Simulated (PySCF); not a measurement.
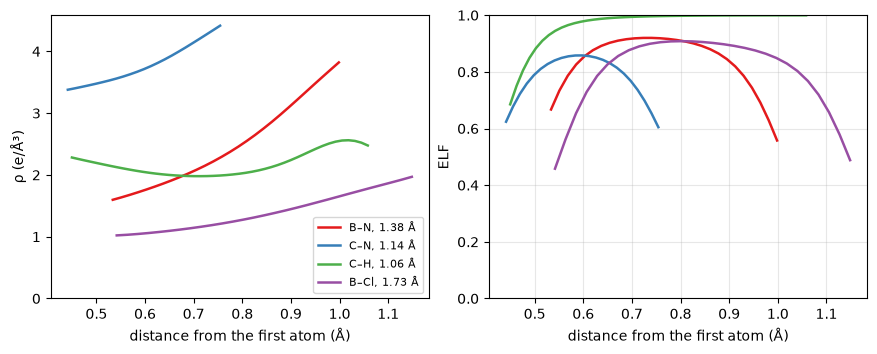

*C$_{3}$H$_{8}$BClN$_{2}$. Electron density and ELF along straight lines between neighbouring atoms. The curves leave out the atomic cores.*

Geometry: GFN2-xTB; at this geometry the atoms fall into two loosely joined parts.

The calculation used PBE0/pcSseg-1, SCF density, gas phase, non-relativistic in PySCF 2.14.0.

Input file:

```
{"job": {"kind": "nmr", "xc": "PBE0", "basis": "pcSseg-1"}, "charge": 0, "multiplicity": 1}
C      2.505177     0.944628     0.714171
N      1.716664     1.763006     0.643942
B      0.489808    -1.227037    -1.019789
Cl     1.748822    -2.094922    -0.202908
N     -0.515584    -0.622752    -0.298272
C     -1.555747     0.169982    -0.918078
C     -0.642415    -0.638898     1.144452
H      3.229369     0.175950     0.777517
H      0.528592    -1.176268    -2.188080
H     -1.444830     0.152520    -1.998529
H     -2.540118    -0.225304    -0.653293
H     -1.491358     1.204063    -0.570588
H      0.124011    -1.275494     1.578849
H     -1.626961    -1.020262     1.427651
H     -0.529844     0.373122     1.541044
```

Command:

```sh
OMP_NUM_THREADS=1 python probes_run.py task.json out
```

### What kind of bonding do the profiles show?

B–N (1.38 Å): ρ is about 2 e/Å³ halfway; the ELF peaks at about 0.90 between the atoms: a short, strongly polar bond.
C–N (1.14 Å): ρ is about 3.6 e/Å³ halfway; the ELF peaks at about 0.85 between the atoms (a multiple bond).
C–H (1.06 Å): ρ is about 2.1 e/Å³ halfway; the ELF climbs to about 1 towards the hydrogen, as it does in any bond to H (an ordinary covalent bond to hydrogen).
B–Cl (1.73 Å): the density is about 1.4 e/Å³ at the midpoint; the ELF peaks at about 0.90 between the atoms: a polar covalent bond.
